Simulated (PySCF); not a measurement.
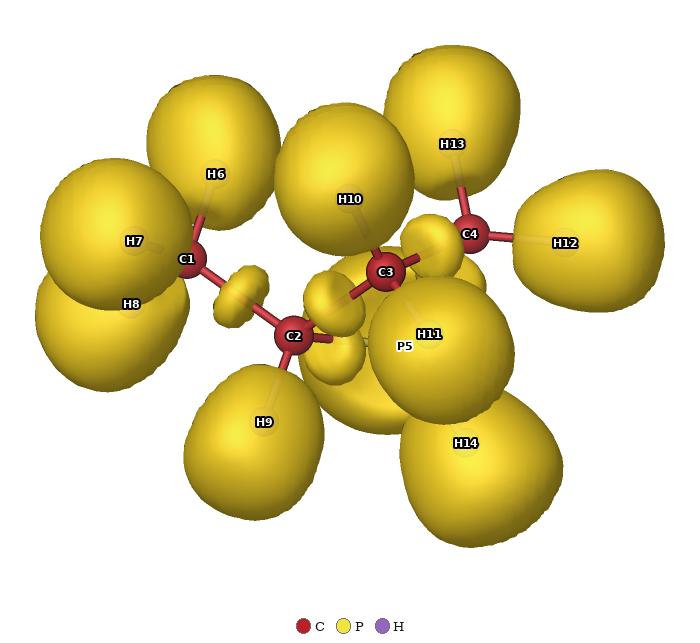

Figure. C₄H₉P. Isosurface of the electron localisation function at 0.85 (yellow), seen at a tilt. Core shells and regions of very low density are left out.

Geometry: GFN2-xTB.

Level of theory: PySCF 2.14.0, PBE0/def2-SVPD, SCF density, gas phase.

```xyz
14

C     1.6880   -0.3214    0.3648
C     0.4727   -0.3148   -0.5480
C    -0.4369    0.9111   -0.3488
C    -1.4509    0.2350    0.5816
P    -0.8937   -1.4800    0.0578
H     1.3888   -0.1924    1.4035
H     2.3660    0.4887    0.0986
H     2.2240   -1.2649    0.2790
H     0.7852   -0.4855   -1.5812
H     0.0672    1.7801    0.0775
H    -0.9020    1.2114   -1.2883
H    -2.5001    0.4694    0.4113
H    -1.2225    0.3998    1.6354
H    -1.5865   -1.4370   -1.1654
```

Q: Where are the electrons localised?

A: The ELF exceeds this value in three regions between bonded C–C atoms (shared pairs), two regions between bonded C–P atoms (shared pairs), nine regions around hydrogen nuclei and one lobe on P, pointing away from the bonds (lone pairs).

Values along the shortest contacts:
C–C (1.52 Å): the ELF peaks at about 0.95 between the atoms (localised, covalent bonding). C–P (1.88 Å): the ELF peaks at about 0.95 between the atoms (a shared electron pair).
